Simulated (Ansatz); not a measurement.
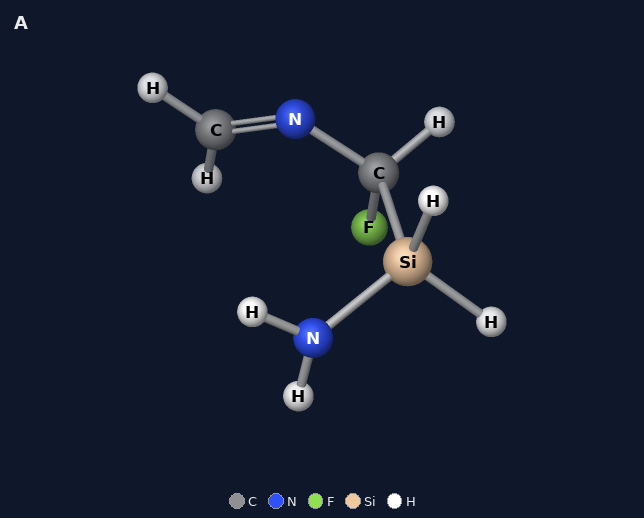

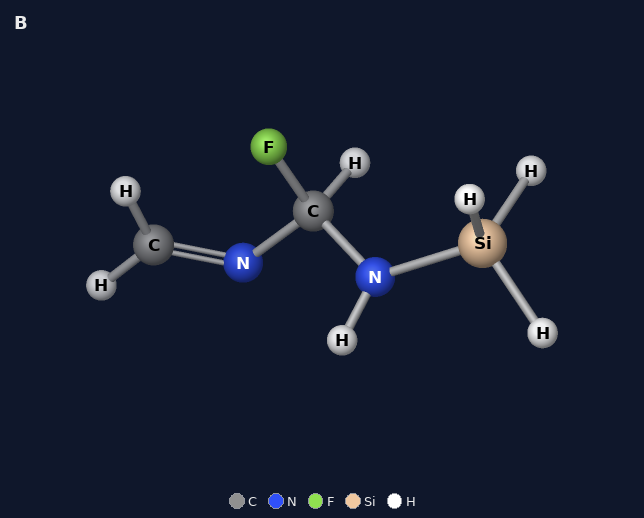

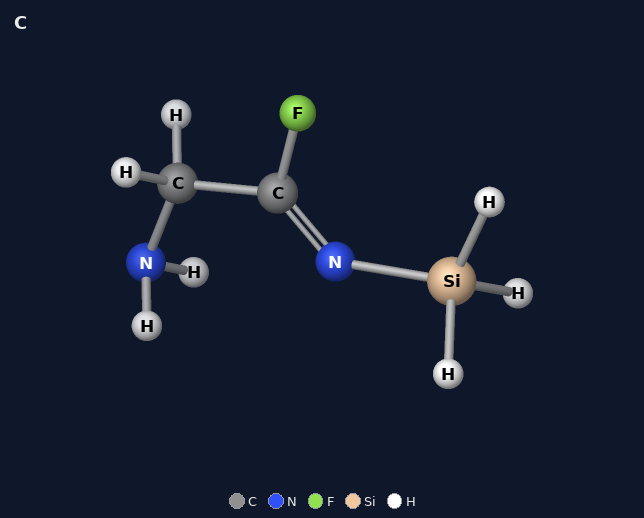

3 stationary structures of one formula. Geometries: PBE0-D4/def2-TZVP. Electronic energies: CCSD(T)/CBS (MP2 limit from def2-TZVPP and def2-QZVPP plus CCSD(T) − MP2) (Ansatz 0.2.0), without zero-point energy. No frequency run is at hand to confirm each as a minimum. Each is one conformer, not always the lowest.

> How are they related?

They are constitutional isomers of C2H7FN2Si: A `C=N[C@H](F)[SiH2]N`, B `C=N[C@@H](F)N[SiH3]`, C `NC/C(F)=N/[SiH3]`.

> Rank them by energy, lowest first.

C is lowest; A lies 11.1 kJ/mol above it, B lies 35.5 kJ/mol above it.
